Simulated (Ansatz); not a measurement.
Computed frozen-phonon scan: Ca (fcc, Cu type)

Starting cell, Ca (fcc, Cu type):

```yaml
crystal:
  lattice:
    - [0.00000, 5.52644, 5.52644]
    - [2.76322, 0.00000, 2.76322]
    - [2.76322, 2.76322, 0.00000]
  atoms:
    - { symbol: Ca, position: [0.00000, 0.00000, 0.00000] }
    - { symbol: Ca, position: [0.50000, 0.00000, 0.00000] }
```

A phonon eigenvector at L = (0.5, 0.0, 0.0) is frozen into this cell: atom i moves by Q times the vector below, so Q is the largest atomic displacement, in Å. The cell is held. It is one choice among 2 degenerate patterns. (q is in reciprocal vectors of the primitive cell; the cell shown is doubled to hold the pattern.)

```tsv
atom	x	y	z
Ca1	0.285	-0.520	0.805
Ca2	-0.285	0.520	-0.805
```

These are PBE (plane waves to 420 eV, PAW, scalar-relativistic; Ansatz, a quantum-chemistry and plane-wave program) values and carry that method's errors. k mesh 15×15×15 (Γ-centred), Fermi-Dirac smearing 0.05 eV. E stands for the smeared free energy. With partly filled bands, energies and forces of such displacements shift with the k mesh and the smearing. Ca was relaxed with its symmetry unable to fall. The PAW data are Ansatz's earlier set. The zero of ΔE is the undisplaced structure.

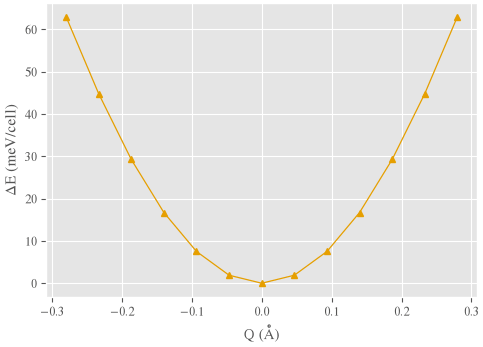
*ΔE (meV/cell) against Q (Å); one marker a computed point.*

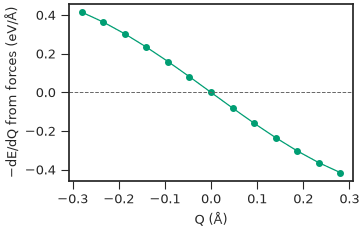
*−dE/dQ from forces (eV/Å) against Q (Å); markers are the computed points, lines only join them.*

The energy at Q = 0.280 Å is 63 meV/cell. Shape of the curve: a single well with its minimum at or next to zero displacement. Harmonic wavenumber from the curvature (finite differences): 77 cm⁻¹. Wavenumber by perturbation theory (DFPT, on another k mesh): 77 cm⁻¹. Symmetry of the curve: even: the same for both signs.

E″ = 1.74 eV/Å², M = Σ mᵢ|uᵢ|² = 80.2 u, ν̃ = 521.5·√(|E″|/M).

(A displaced cell: forces are minus the slopes of the energy, force constants its curvatures, and phonons follow from these.)
